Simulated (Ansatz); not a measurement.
**ClFH6OW: density, localisation and related maps**

```xyz
10

W     0.2360    0.1455    0.2387
Cl   -0.6103   -0.0907    2.3931
F     1.9105   -0.3156   -0.5249
H    -0.5182    1.3512   -0.6589
H    -1.3704   -0.1969   -0.0518
H    -0.2186   -1.4227   -0.0847
H    -0.2821   -0.3718   -1.2511
O     1.6333    1.5979    1.3463
H     2.5737    1.4465    1.1763
H     1.4899    1.5530    2.3041
```

Core potentials replace the inner electrons of W.

Method: RKS PBE0-D4/def2-SVP (Ansatz).

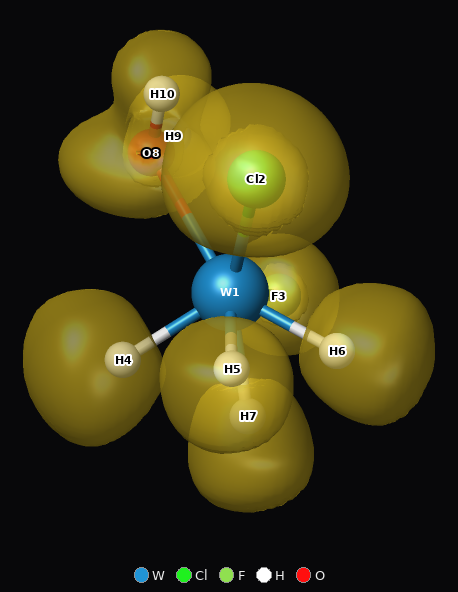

Figure 1. Isosurface of the electron localisation function at 0.75 (yellow), seen at an oblique angle. Only the valence region is drawn (cores and ρ < 0.01 e/Å³ removed).

Identify the bonds, lone pairs and shells in this picture.

Answer. At this value the surface marks out four regions around hydrogen nuclei, one region wrapped around Cl (its valence shell), one region wrapped around F (its valence shell) and one joined region spread over several atoms (H, O), in which their bonds and any lone pairs are merged.


W–F (1.90 Å): the ELF peaks at about 0.85 in the valence shell of F, 0.5 Å from its nucleus, and drops to about 0.20 between the two atoms. W–O (2.30 Å): the ELF peaks at about 0.90 in the valence shell of O, 0.6 Å from its nucleus, and drops to about 0.10 between the two atoms.

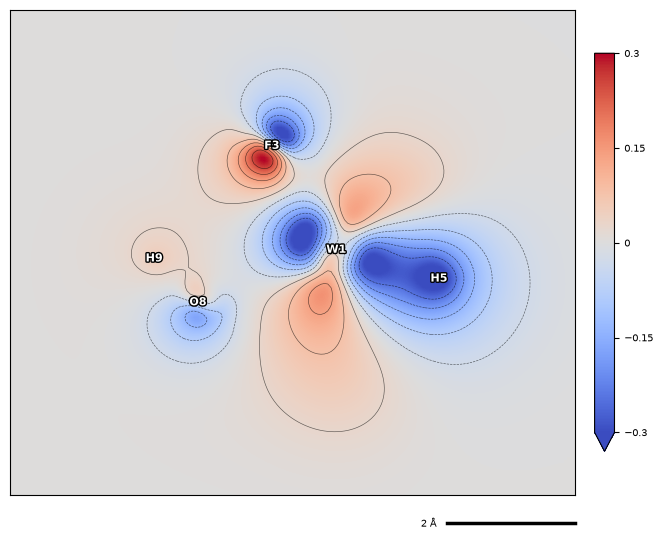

Figure 2. The HOMO−1 on the plane of atoms F3, W1 and O8 (values in Å⁻³ᐟ²; the overall sign is arbitrary).

What is the character of this orbital?

Answer. By Hirshfeld shares it lies mainly on W1 (about 50 %), H6 (about 15 %), H5 (about 10 %), Cl2 (about 10 %) and H7 (about 5 %). Its energy is −8.28 eV.

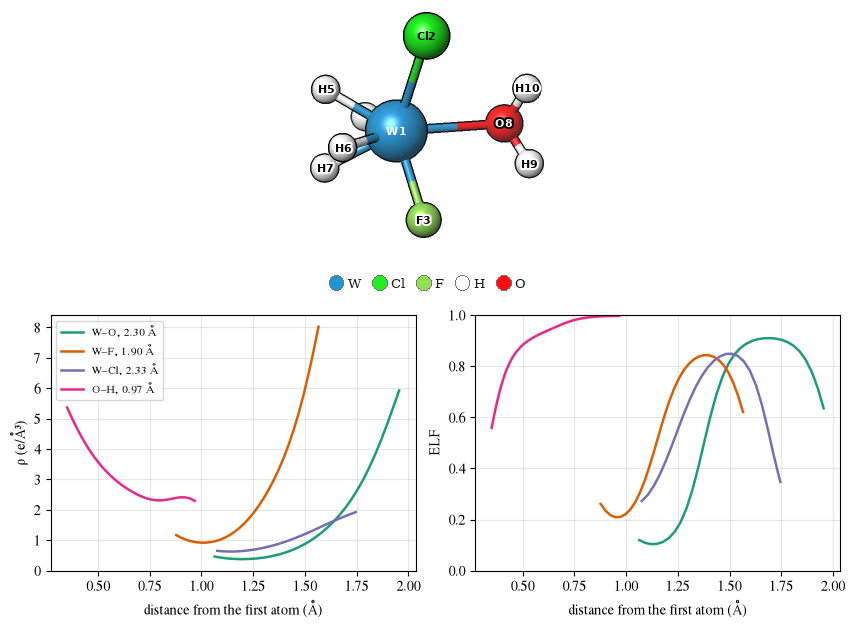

Figure 3. Electron density and electron localisation function along straight lines between neighbouring atoms. The curves leave out the atomic cores. The structure is drawn too.

What can be read from the curves?

Answer. W–O (2.30 Å): ρ at the midpoint is about 0.39 e/Å³; the ELF peaks at about 0.90 in the valence shell of O, 0.6 Å from its nucleus, and drops to about 0.10 between the two atoms.
W–F (1.90 Å): ρ at the midpoint is about 0.97 e/Å³; the ELF peaks at about 0.85 in the valence shell of F, 0.5 Å from its nucleus, and drops to about 0.20 between the two atoms.
W–Cl (2.33 Å): ρ is about 0.63 e/Å³ halfway; the ELF peaks at about 0.85 in the valence shell of Cl, 0.8 Å from its nucleus, and is about 0.40 at the midpoint.
O–H (0.97 Å): the density is about 3.7 e/Å³ at the midpoint; the ELF climbs to about 1 towards the hydrogen, as it does in any bond to H; a covalent bond by its length.
